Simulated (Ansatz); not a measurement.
**U-wB97X/STO-3G run of SF (Monosulfur monofluoride)**

Aim: the electronic atomisation energy of SF (Monosulfur monofluoride) at U-wB97X/STO-3G, from 3 runs. 

The calculation is run with Ansatz 0.2.0.

34 further runs of the same task are left out: 6 that didn't finish, 28 set aside as unsound or not needed.

## Step 1: Starting point

SF: 2 atoms, total charge 0, spin state doublet. SMILES: `F[S]`. The coordinates come from a PBE0-D4/def2-TZVP relaxation.

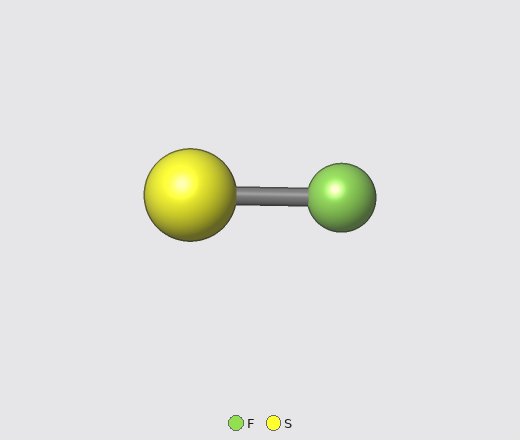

The structure, seen from a chosen angle (fluorine green, sulfur yellow).

## Step 2: A single-point energy at U-wB97X/STO-3G

The input, in.yaml:

```yaml
crystal:
  periodic: [false, false, false]
  atoms:
    - {symbol: F, position_ang: [-0.000000, -0.000000, 0.016120]}
    - {symbol: S, position_ang: [0.000000, 0.000000, 1.610410]}
basis:
  gaussian: {orbitals: STO-3G}
hamiltonian: {xc: {name: wB97X}}
magnetization: {spin_polarized: true, initial_magnetization: 1}
accuracy: high
```

Launch:

```
$ ansatz run in.yaml --threads 1 --pin off --max-ram 3480MiB --events-out events.jsonl --progress --plain --runs-dir runs
```

Standard output:

```text
Warning: RAYON_NUM_THREADS=1 ignored (pool sized by the plan → 1); use --threads N
Functional definition: wB97X
  name "wB97X"
  parameter omega = 0.3/bohr
  parameter cx = 0.157706
  parameter cx1 = 0.726479
  parameter cx2 = 1.04760
  parameter cx3 = -5.70635
  parameter cx4 = 13.2794
  parameter css1 = -4.33879
  parameter css2 = 18.2308
  parameter css3 = -31.7430
  parameter css4 = 17.2901
  parameter cos1 = 2.37031
  parameter cos2 = -11.3995
  parameter cos3 = 6.58405
  parameter cos4 = -3.78132
  exchange = spin_sum(e_x_unif_sr(omega)*poly(b97_u_x, 1 - cx, cx1, cx2, cx3, cx4)) + cx*exact_x_sr(omega)
      + exact_x_lr(omega)
  correlation = spin_sum(e_c_pw_same_spin*poly(b97_u_same, 1, css1, css2, css3, css4))
      + integral(e_c_pw_opposite_spin*poly(b97_u_opposite, 1, cos1, cos2, cos3, cos4))
224 factors; integrals over basis functions are off by at most 2.9e-8 eV
87 factors; integrals over basis functions are off by at most 1.1e-9 eV
mean field evaluation 1: about -13389.8631 eV, gradient 5.0e0 eV
mean field evaluation 2: about -13390.0635 eV, gradient 6.3e-1 eV
mean field evaluation 4: about -13390.0700 eV, gradient 1.0e-1 eV
mean field evaluation 8: about -13390.0739 eV, gradient 7.1e-4 eV
mean field evaluation 16: about -13390.0739 eV, gradient 2.7e-8 eV
mean field -13390.07394618 eV, -492.0761414041 hartree, gradient 2.6e-8 eV, S^2 0.750343; 0 other end points of the search recorded, 0 dependent functions left out
reference -13390.07394550 eV, -492.0761413789 hartree; 13, 12 occupied and 1, 2 virtual orbitals, 224 factors
Total energy: -13390.07394550 eV, -492.0761413789 hartree
```

Wall time 4.2 s (1 thread of Arm Neoverse V1, shared host); peak memory 0.26 GiB.

## Step 3: The F atom, same level

The input, in.yaml:

```yaml
crystal:
  periodic: [false, false, false]
  atoms:
    - {symbol: F, position_ang: [0.000000, 0.000000, 0.000000]}
basis:
  gaussian:
    orbitals: STO-3G
magnetization:
  spin_polarized: true
  initial_magnetization: 1
accuracy: high
hamiltonian:
  xc: {name: wB97X}
```

Launch:

```
$ ansatz run in.yaml --threads 1 --pin off --max-ram 3480MiB --events-out events.jsonl --progress --plain --runs-dir runs
```

Standard output:

```text
Warning: RAYON_NUM_THREADS=1 ignored (pool sized by the plan → 1); use --threads N
Functional definition: wB97X
  name "wB97X"
  parameter omega = 0.3/bohr
  parameter cx = 0.157706
  parameter cx1 = 0.726479
  parameter cx2 = 1.04760
  parameter cx3 = -5.70635
  parameter cx4 = 13.2794
  parameter css1 = -4.33879
  parameter css2 = 18.2308
  parameter css3 = -31.7430
  parameter css4 = 17.2901
  parameter cos1 = 2.37031
  parameter cos2 = -11.3995
  parameter cos3 = 6.58405
  parameter cos4 = -3.78132
  exchange = spin_sum(e_x_unif_sr(omega)*poly(b97_u_x, 1 - cx, cx1, cx2, cx3, cx4)) + cx*exact_x_sr(omega)
      + exact_x_lr(omega)
  correlation = spin_sum(e_c_pw_same_spin*poly(b97_u_same, 1, css1, css2, css3, css4))
      + integral(e_c_pw_opposite_spin*poly(b97_u_opposite, 1, cos1, cos2, cos3, cos4))
15 factors; integrals over basis functions are off by at most 1.2e-9 eV
14 factors; integrals over basis functions are off by at most 9.1e-10 eV
mean field evaluation 1: about -2674.1387 eV, gradient 1.1e-10 eV
mean field evaluation 2: about -2674.1390 eV, gradient 3.6e-10 eV
mean field -2674.13901820 eV, -98.2727963222 hartree, gradient 0.0e0 eV, S^2 0.750000; 0 other end points of the search recorded, 0 dependent functions left out
reference -2674.13901798 eV, -98.2727963143 hartree; 5, 4 occupied and 0, 1 virtual orbitals, 15 factors
Total energy: -2674.13901798 eV, -98.2727963143 hartree
```

Wall time 0.77 s (1 thread of Arm Neoverse V1, shared host); peak memory 0.13 GiB.

## Step 4: The S atom

The input, molecule.yaml:

```yaml
crystal:
  periodic: [false, false, false]
  atoms:
    - symbol: S
      position_ang: [0.000000, 0.000000, 0.000000]
basis:
  gaussian:
    orbitals: STO-3G
magnetization:
  spin_polarized: true
  initial_magnetization: 2
hamiltonian:
  xc: {name: wB97X}
accuracy: high
```

Run the same way, it converges to -393.67757 Eh (log not shown).

## Step 5: Outcome

At U-wB97X/STO-3G:

| quantity | value |
| --- | --- |
| molecule: total energy | -492.07614 Eh |
| molecule: ⟨S²⟩ | 0.750 |
| F atom: total energy | -98.27280 Eh |
| F atom: ⟨S²⟩ | 0.750 |
| S atom: total energy | -393.67757 Eh |
| S atom: ⟨S²⟩ | 2.000 |
| electronic atomisation energy | 3.423 eV |

What this shows: Taking the molecule apart into free atoms costs 3.42 eV (330 kJ/mol), before zero-point energy and without spin-orbit coupling. In a minimal basis such a difference can be off by several eV, whatever the method.
